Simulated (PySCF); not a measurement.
**H3NO (hydroxylamine) at 6 levels**

We compute a comparison of 6 runs (M06-2X/STO-6G, wB97X-V/STO-6G, MP2/STO-6G, BCCD(T)/STO-6G, CCSDT/STO-6G, CISD/STO-6G) of H3NO (hydroxylamine). 

The results are computed with PySCF 2.14.0.

10 further runs of the same task are left out: 2 that didn't finish, 8 set aside as unsound or not needed.

## 1. Starting point

H3NO: 5 atoms, total charge 0, spin state singlet. As SMILES, `NO`. The O2–H5 distance was set to 1.740 Å, away from the relaxed value. At this shape a bond of the SMILES string is far longer than usual.

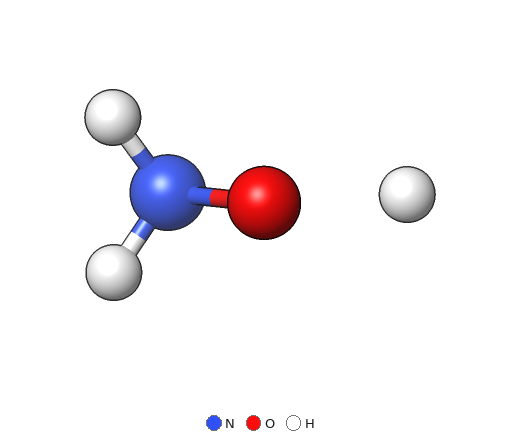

Viewed from a chosen angle; nitrogen blue, oxygen red, hydrogen white.

## 2. The energy at M06-2X/STO-6G (run 1)

start.xyz

```xyz
5

N     -0.782045    -0.637147     0.088069
O     -0.231405     0.403543     0.902749
H     -0.764905    -1.476847     0.666249
H     -1.759825    -0.385017    -0.053631
H      1.125640     1.012630     0.000530
```

calc.py

```python
from pyscf import gto, dft

system = gto.M(
    atom='start.xyz',
    spin=0,
    charge=0,
    verbose=3,
    max_memory=1860,
    basis='sto-6g',
)

calc0 = dft.RKS(system, xc='m06-2x')
calc0.grids.level = 5
calc0.conv_tol = 1e-10
calc0.kernel()
if not calc0.converged:
    calc0 = calc0.newton().run(calc0.mo_coeff, calc0.mo_occ)

etot = calc0.e_tot
print('E(%s) = %.9f' % ('M06-2X', etot))
```

Run with:

```bash
OMP_NUM_THREADS=1 python calc.py
```

The log of the run:

```text
converged SCF energy = -130.976040212039
E(M06-2X) = -130.976040212
```

Wall time 3.6 s (1 thread of Arm Neoverse V1, shared host); peak memory 0.18 GiB.

## 3. A single-point energy at wB97X-V/STO-6G (run 2)

run.py

```python
from pyscf import gto, dft

molecule = gto.M(
    atom=[
    ('N', (-0.782045, -0.637147, 0.088069)),
    ('O', (-0.231405, 0.403543, 0.902749)),
    ('H', (-0.764905, -1.476847, 0.666249)),
    ('H', (-1.759825, -0.385017, -0.053631)),
    ('H', (1.125640, 1.012630, 0.000530)),
],
    verbose=4,
    max_memory=1860,
    basis='sto-6g',
)

ks = dft.RKS(molecule, xc='wb97x-v')
ks.conv_tol = 1e-10
ks.nlcgrids.level = 1
ks.grids.level = 5
ks.kernel()
if not ks.converged:
    ks = ks.newton().run(ks.mo_coeff, ks.mo_occ)

e_final = ks.e_tot
print(f'total energy: {e_final:.8f} hartree')
```

Run with:

```bash
OMP_NUM_THREADS=1 python run.py
```

The log of the run:

```text
PySCF version 2.14.0

[... 84 lines left out ...]
converged SCF energy = -131.002361503752
total energy: -131.00236150 hartree
```

Run time: 18 s. Hardware: 1 thread of Arm Neoverse V1, shared host; peak memory 0.17 GiB.

Runs 3 to 4 aren't shown in full; the table further down has their settings and results.

## 4. The energy at CCSDT/STO-6G (run 5)

input.py

```python
from pyscf import gto, scf, cc

system = gto.M(
    atom=[
    ('N', (-0.782045, -0.637147, 0.088069)),
    ('O', (-0.231405, 0.403543, 0.902749)),
    ('H', (-0.764905, -1.476847, 0.666249)),
    ('H', (-1.759825, -0.385017, -0.053631)),
    ('H', (1.125640, 1.012630, 0.000530)),
],
    max_memory=1860,
    verbose=3,
    basis='sto-6g',
)

mf = scf.RHF(system)
mf.conv_tol = 1e-10
mf.kernel()
if not mf.converged:
    mf = mf.newton().run(mf.mo_coeff, mf.mo_occ)

mycc = cc.CCSDT(mf, frozen=2)
mycc.kernel()
e_tot = mycc.e_tot
print('E(%s) = %.9f' % ('CCSDT', e_tot))
```

Run with:

```bash
OMP_NUM_THREADS=1 python input.py
```

The log of the run:

```text
converged SCF energy = -130.303159011488
_make_eris_incore_RCCSDT

WARN: A large `blksize` is being used, which may cause large memory consumption
      for storing contraction intermediates. If memory is sufficient, consider using
      `pyscf.cc.rccsdt_highm.RCCSDT` instead.

RCCSDT converged
E(RCCSDT) = -130.5212714037042   E_corr = -0.2181123922160025
E_corr(same-spin) = -0.00836723104961929
E_corr(oppo-spin) = -0.209745161166383
E(CCSDT) = -130.521271404
```

Wall time 1.3 s (1 thread of Arm Neoverse V1, shared host); peak memory 0.1 GiB.

## 5. A single-point energy at CISD/STO-6G (run 6)

calc.py

```python
from pyscf import gto, scf, ci

system = gto.Mole()
system.atom = [
    ('N', (-0.782045, -0.637147, 0.088069)),
    ('O', (-0.231405, 0.403543, 0.902749)),
    ('H', (-0.764905, -1.476847, 0.666249)),
    ('H', (-1.759825, -0.385017, -0.053631)),
    ('H', (1.125640, 1.012630, 0.000530)),
]
system.max_memory = 1860
system.charge = 0
system.verbose = 4
system.basis = 'sto-6g'
system.build()

mf = scf.RHF(system)
mf.conv_tol = 1e-10
mf.kernel()
if not mf.converged:
    mf = mf.newton().run(mf.mo_coeff, mf.mo_occ)

cisd = ci.CISD(mf, frozen=2)
cisd.kernel()
etot = cisd.e_tot
print('E(%s) = %.9f' % ('CISD', etot))
```

Run with:

```bash
OMP_NUM_THREADS=1 python calc.py
```

The log of the run:

```text
PySCF version 2.14.0

[... 59 lines left out ...]
converged SCF energy = -130.303159011488
[... 1 line left out ...]
******** <class 'pyscf.ci.cisd.RCISD'> ********
CISD nocc = 7, nmo = 11
frozen orbitals 2
max_cycle = 50
direct = 0
conv_tol = 1e-09
max_cycle = 50
max_space = 12
lindep = 0
nroots = 1
Init t2, MP2 energy = -0.145328776709579
RCISD converged
E(RCISD) = -130.4983513529478  E_corr = -0.1951923414596108
E(CISD) = -130.498351353
```

Run time: 0.89 s. Hardware: 1 thread of Arm Neoverse V1, shared host; peak memory 0.1 GiB.

## 6. All runs side by side

| run | level | nlc grid | integration grid | energy (Eh) | dipole moment (D) of the reference | HOMO energy (eV) | LUMO energy (eV) | wall time |
| --- | --- | --- | --- | --- | --- | --- | --- | --- |
| 1 | M06-2X/STO-6G | – | 5 | -130.976040 | 1.34 | -5.53 | 2.00 | 3.6 s |
| 2 | wB97X-V/STO-6G | 1 | 5 | -131.002362 | 1.46 | -6.63 | 3.15 | 18 s |
| 3 | MP2/STO-6G | – | – | -130.448488 | 1.13 | -7.62 | 4.93 | 0.99 s |
| 4 | BCCD(T)/STO-6G | – | – | -130.520738 | – | – | – | 1.6 s |
| 5 | CCSDT/STO-6G | – | – | -130.521271 | 1.13 | -7.62 | 4.93 | 1.3 s |
| 6 | CISD/STO-6G | – | – | -130.498351 | 1.13 | -7.62 | 4.93 | 0.89 s |

## 7. Results

```
                                          quantity          value
                               run 6: total energy  -130.49835 Eh
       run 6: dipole moment (Hartree–Fock density)         1.13 D
        run 6: HOMO energy (Hartree–Fock orbitals)       -7.62 eV
        run 6: LUMO energy (Hartree–Fock orbitals)        4.93 eV
      run 6: HOMO–LUMO gap (Hartree–Fock orbitals)       12.55 eV
run 6: correlation energy (2 core orbitals frozen)     -195.2 mEh
```

**Reading.** Totals of different functionals can't be ranked against each other. In runs 1, 2, 3, 4, 5, 6 the basis is minimal, so the values are rough. In runs 1, 2, 3, 6 a closed-shell determinant meets a far-stretched bond, which it describes badly. All runs together took 26 s, the longest 18 s.
